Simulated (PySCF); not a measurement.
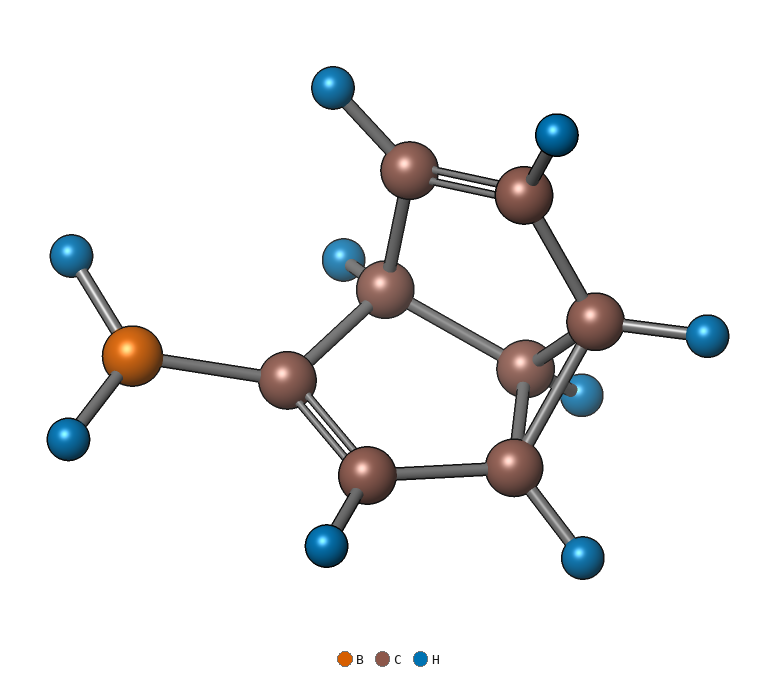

A ball-and-stick model of a molecule. Double and triple bonds are drawn as two and three sticks.

Description:

The molecule is C₈H₉B. Its SMILES string is `BC1=C[C@@H]2[C@@H]3C=C[C@H]1[C@H]23`. Independent rings (smallest set): 1 of 3 members, 2 of 5 members. Among its groups: alkene, B–H bond. The point group is C1. Coordination, clear cases only: 1 B trigonal planar; 4 C trigonal planar; 1 C tetrahedral.

The parts below concern this one geometry. Atoms keep their numbers from picture to picture. Computed geometry: PBE0-D3(BJ)/def2-SVP optimisation. No frequency run is at hand to confirm it as a minimum.

### Shape

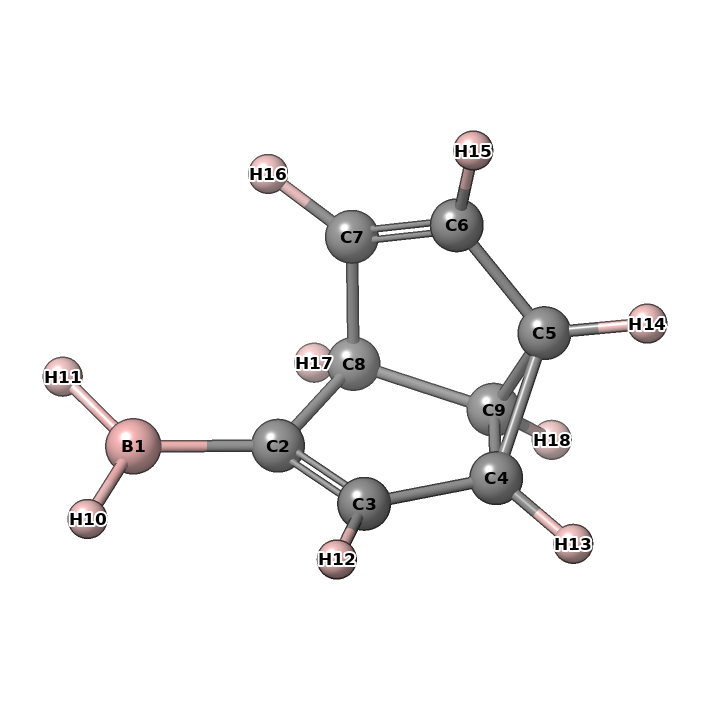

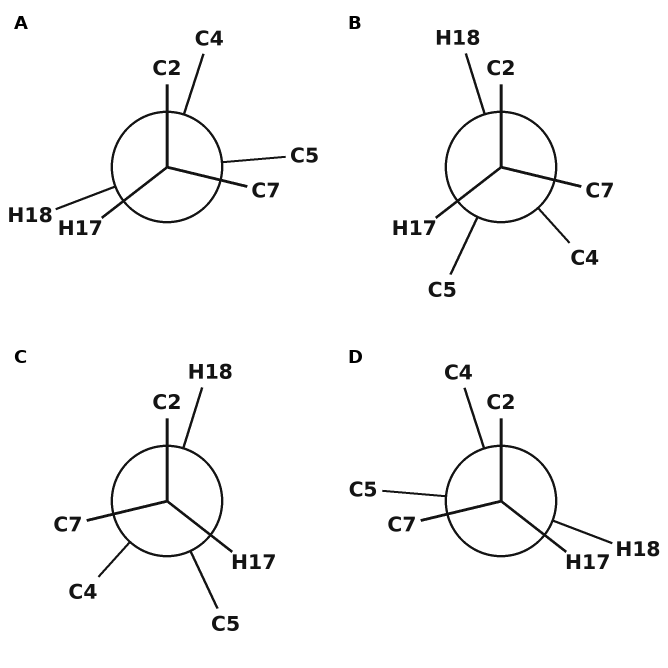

Atoms fade into the background with distance from the viewer. Bonds that would overlap in a projection are set slightly apart. No frequency run is at hand to confirm it as a minimum.

**Which Newman projection shows the view along C8–C9, with C8 in front?**

D. The torsion angle C2–C8–C9–C4 is −18°, synperiplanar.

### NMR shielding

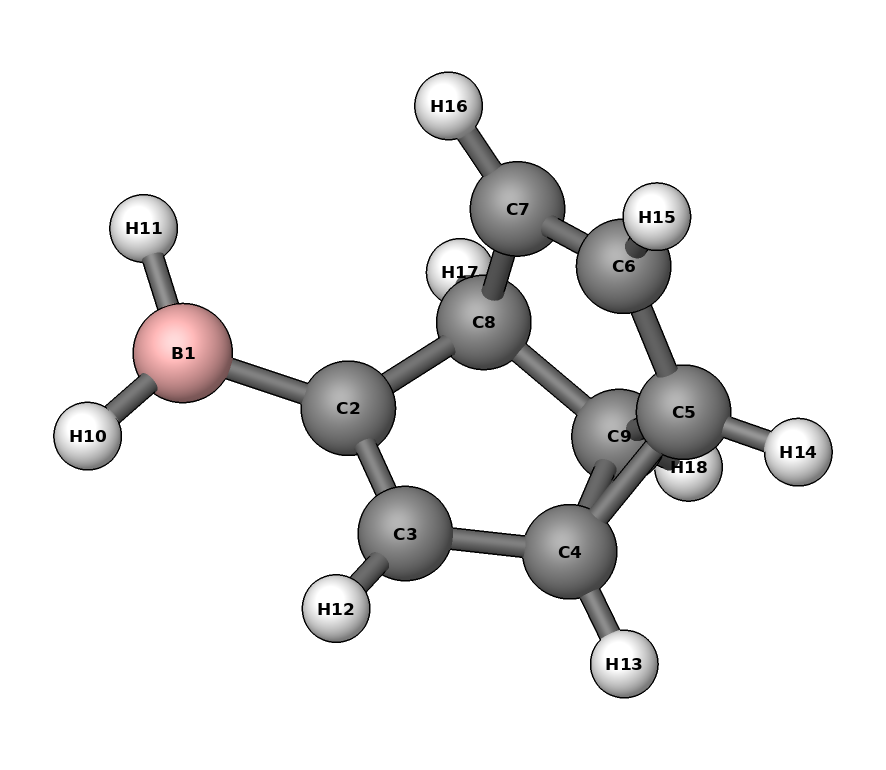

No frequency run is at hand to confirm it as a minimum. Properties computed with GIAO HF/pcSseg-1 NMR shielding, non-relativistic, gas phase (PySCF 2.14.0). Principal shieldings σ11 ≤ σ22 ≤ σ33, span Ω = σ33 − σ11, skew κ = 3(σiso − σ22)/Ω.

Give the shielding tensors of the B atoms.

```
atom  σ11   σ22    σ33  σiso      Ω     κ
  B1  3.0  16.9  130.1  50.0  127.1  0.78
```

Shieldings and span in ppm.

### Excitation

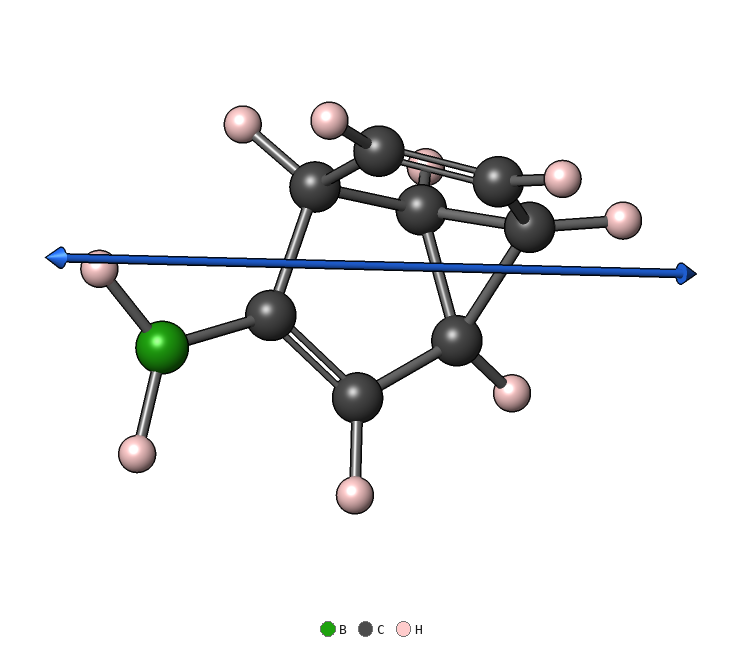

The double arrow shows the direction of the transition dipole to excited singlet state 2 (its length means nothing). No frequency run is at hand to confirm it as a minimum. Properties computed with TDDFT CAM-B3LYP/def2-SVPD, vertical, gas phase, core orbitals frozen in the response (PySCF 2.14.0).

**Where does the transition lie, and how strong is it?**

4.77 eV (260 nm), oscillator strength 0.16, mainly HOMO−1 → LUMO (weight 0.94); transition dipole 2.94 D.

### Charges

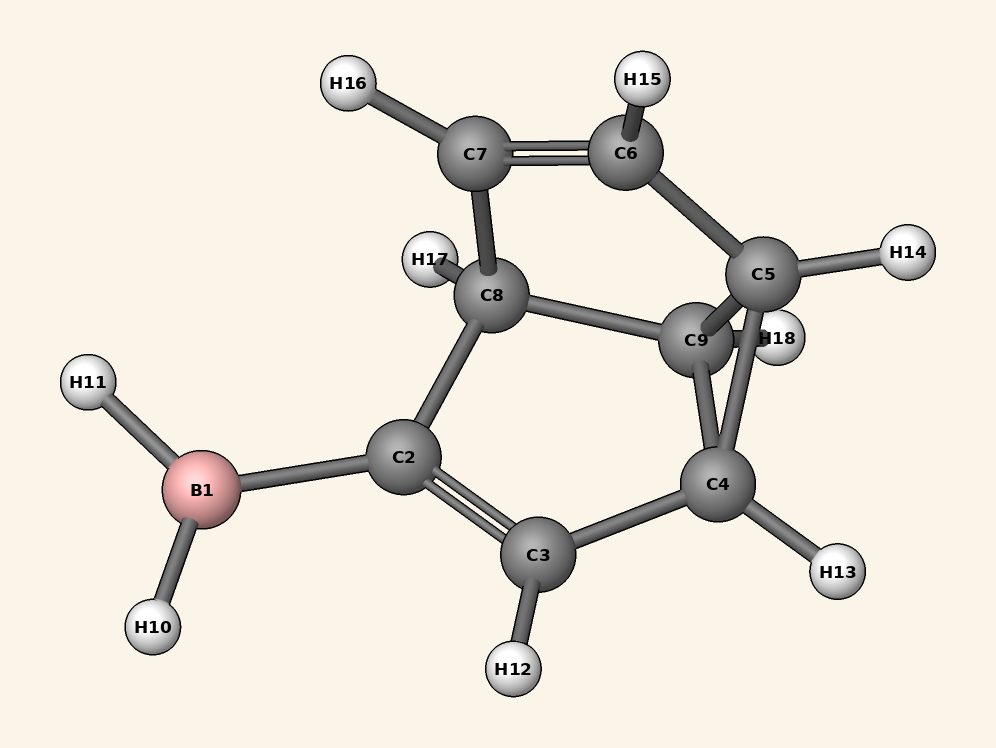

The questions are on Mulliken charges. No frequency run is at hand to confirm it as a minimum. Level of theory: PBE0/pcSseg-1, gas phase (PySCF 2.14.0).

**Which atom carries the highest charge (most positive or least negative)?**

B1 (0.19 e).

**And the lowest?**

C2 (−0.27 e).

List the Mulliken charges.

```
atom  value (e)
  B1       0.19
  C2      −0.27
  C3       0.06
  C4      −0.17
  C5      −0.16
  C6      −0.01
  C7      −0.07
  C8      −0.22
  C9      −0.06
 H10      −0.03
 H11      −0.03
 H12       0.10
 H13       0.12
 H14       0.12
 H15       0.10
 H16       0.11
 H17       0.12
 H18       0.11
```

### Ring current

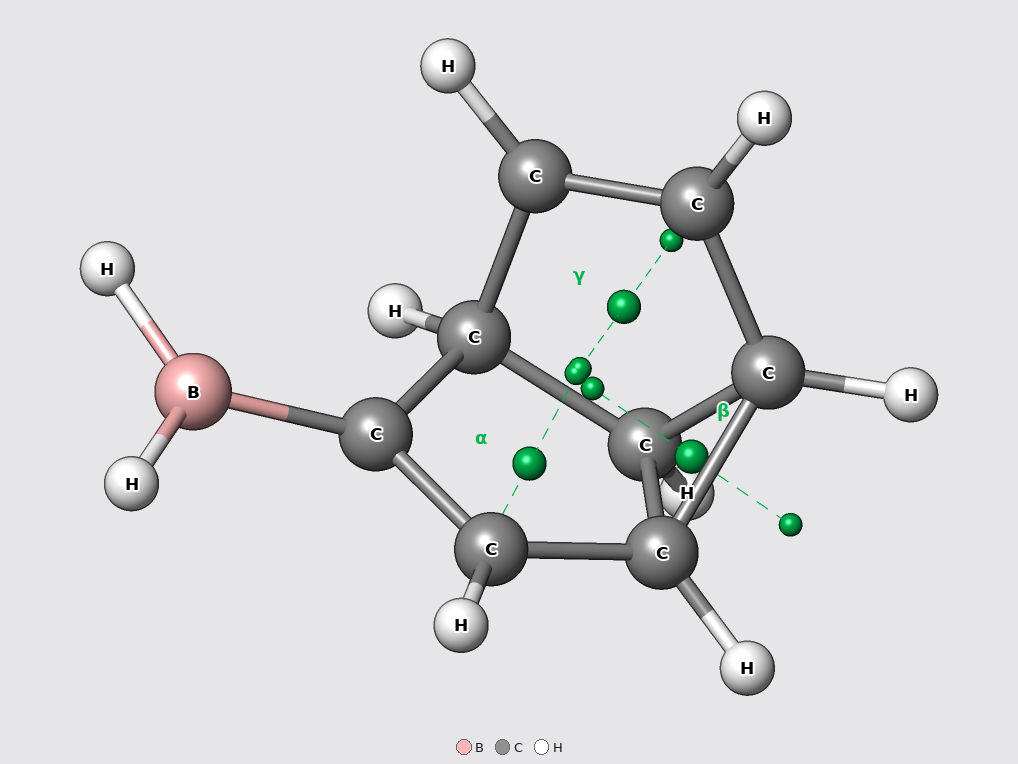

The small points mark where nucleus-independent chemical shifts (NICS) were computed: at the centre of each lettered ring and 1 Å above and below it. No frequency run is at hand to confirm it as a minimum. Method: GIAO PBE0/pcSseg-1 NMR shielding, non-relativistic, gas phase (PySCF 2.14.0).

Give NICS(0), NICS(1) and the out-of-plane component NICS(1)zz for each ring (means of the two sides).

```json
{"ring": "α", "members": "C5", "NICS(0)": "−8.0", "NICS(1)": "−7.8", "NICS(1)zz": "−10.1"}
{"ring": "β", "members": "C3", "NICS(0)": "−42.8", "NICS(1)": "−9.6", "NICS(1)zz": "−20.4"}
{"ring": "γ", "members": "C5", "NICS(0)": "−8.5", "NICS(1)": "−7.8", "NICS(1)zz": "−10.9"}
```

Values in ppm.

Mulliken values depend strongly on the basis set and can even reverse the polarity of a bond.
